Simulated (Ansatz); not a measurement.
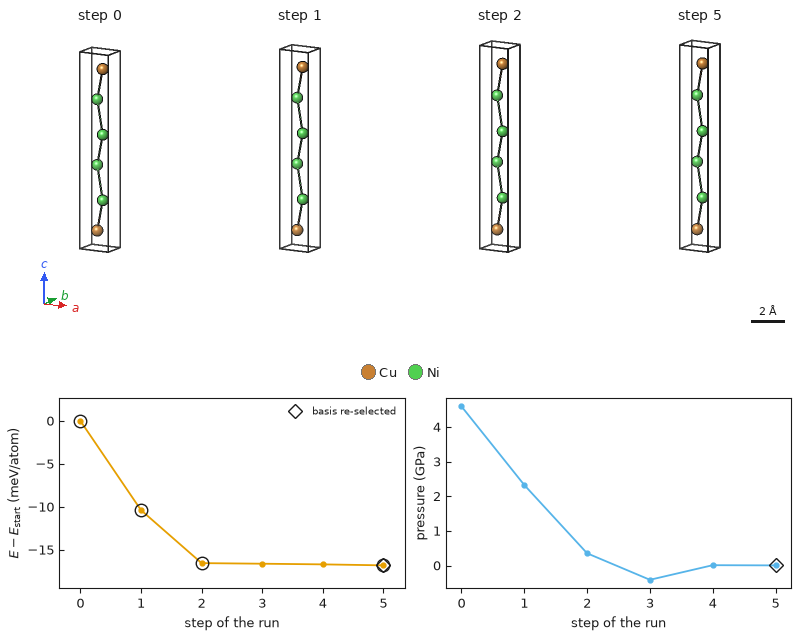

Frames of a relaxation of solid CuNi2 (a generated structure, set up in P-3m1) (coarse preliminary run), marked on the history of the run. Style: ball-and-stick. Shown: the cell of the calculation, slightly off an axis.

Theory: Ansatz, DFT PBE, scalar-relativistic, plane waves, PAW. Settings: plane-wave cutoff 420 eV; k-point mesh 6 × 6 × 2; occupations gaussian; smearing width 0.1 eV; collinear spin; cell and atoms relaxed; force threshold 0.04 eV/Å; at most 70 steps.

Describe the path.

Answer. The largest moves relative to the cell, 0.064 Å, are those of Ni atoms. Largest moves by element: Ni 0.064 Å, Cu 0.043 Å. The drawn cell changes as follows: a = b 2.514 → 2.501 Å (−0.5 %), c 12.011 → 12.437 Å (+3.5 %); the volume changes by +2.5 %. Some distances before and after: Cu–Cu 2.473 → 2.598 Å, Cu–Ni 2.473 → 2.543 Å, Ni–Ni 2.473 → 2.492 Å, Ni–Ni 2.514 → 2.501 Å. The space group stays P-3m1 (No. 164). The energy falls by 16.8 meV per atom in 4 accepted moves (5 points after the start). The largest force component goes from 0.31 to 0.0052 eV/Å. The pressure goes from 4.59 to 0.00 GPa. At 1 point the geometry stayed and the basis and grid were re-selected for the new cell (energy shift of 0.1 meV per atom at most each time). From step 0 to 1: Ni atoms move most (0.02 Å), volume +1.1 %, energy −10.4 meV per atom. From step 1 to 2: Ni atoms move most (0.03 Å), volume +1.1 %, energy −6.2 meV per atom. From step 2 to 5: volume +0.2 %, energy −0.3 meV per atom.

Limits of the set-up: the k-point mesh is coarse for a cell with partly filled bands.
